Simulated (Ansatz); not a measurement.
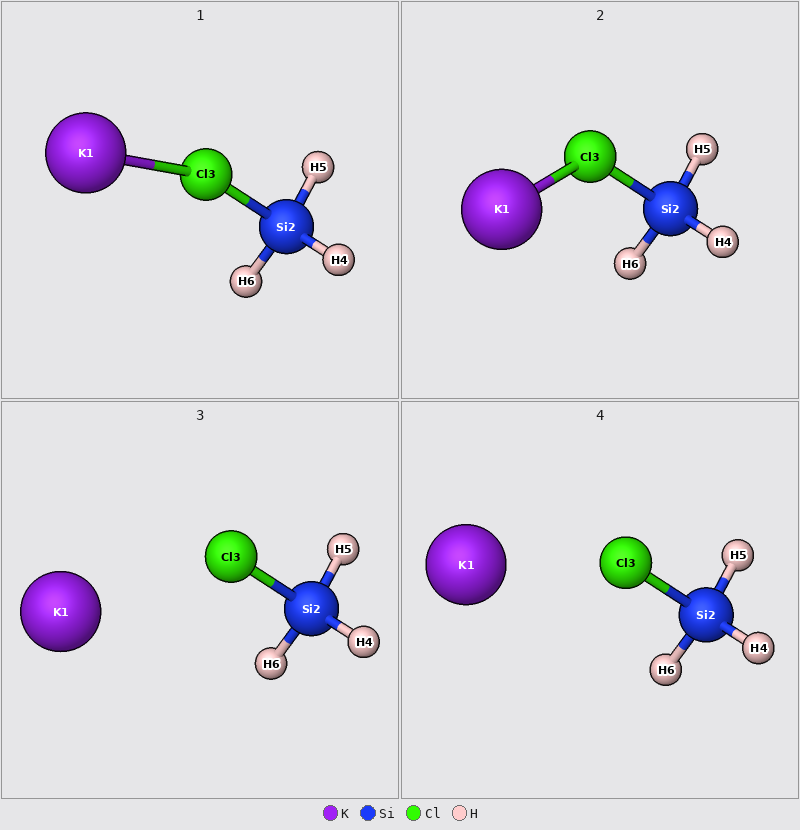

ClH3KSi, charge +1. 
- The first coordinate is: separation of Cl3 and K1 along their line in the relaxed pair; the second: sideways slip of K1.
- Nothing is relaxed (both partners rigid).
- The grid has 9 × 9 points.
- Points are written as (first, second).
- Energies are in kJ/mol, from the ion and the molecule far apart, frozen as in the relaxed pair, each in its own basis (no counterpoise correction).
- Computed with RKS PBE0-D4/def2-SVPD in Ansatz.

The numbered pictures are structures from this grid.

**Which is the most stable, and how do the others follow?**

1, at (2.703 Å, −1.50 Å): −50.2 kJ/mol; 2, at (2.703 Å, 0.00 Å): −39.4 kJ/mol; 4, at (3.908 Å, −1.50 Å): −34.0 kJ/mol; 3, at (4.718 Å, −0.75 Å): −24.7 kJ/mol.

The map, with the structures marked:

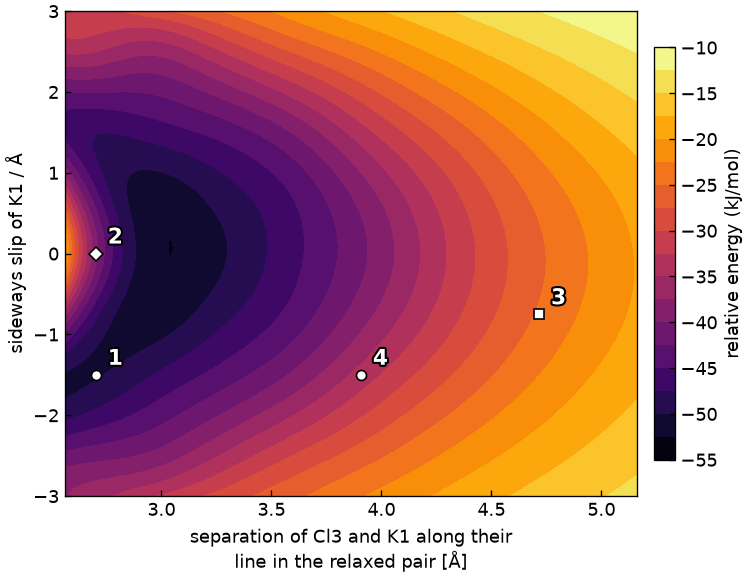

In the figure: filled contours. Between grid points the surface is interpolated.
